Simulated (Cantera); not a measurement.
Charge: 1 mol Na₂SO₄, 4.6 mol H₂, held at 1.33 mbar.

Cantera equilibrium calculation (NASA polynomials, part measured and part estimated; ideal gas, pure solids and liquids). Candidate condensed phases: H₂O, H₂SO₄, Na, NaOH, NaO₂, Na₂O, Na₂O₂, Na₂S, Na₂SO₄, S; 27 gas species. Gases not in the tables: S₃ to S₇. Rates play no part.

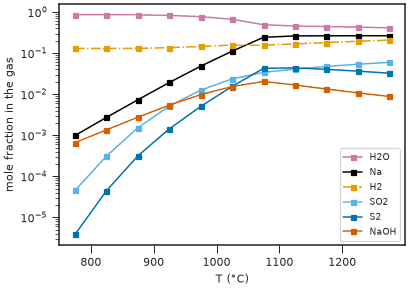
Fig. 1. Equilibrium gas composition (values under 1e-9 drawn at 1e-9)

Read off the mole fractions at 1075 °C.

H₂O about 0.49, Na about 0.24, H₂ about 0.16, S₂ about 0.043, SO₂ about 0.034, NaOH about 0.020.
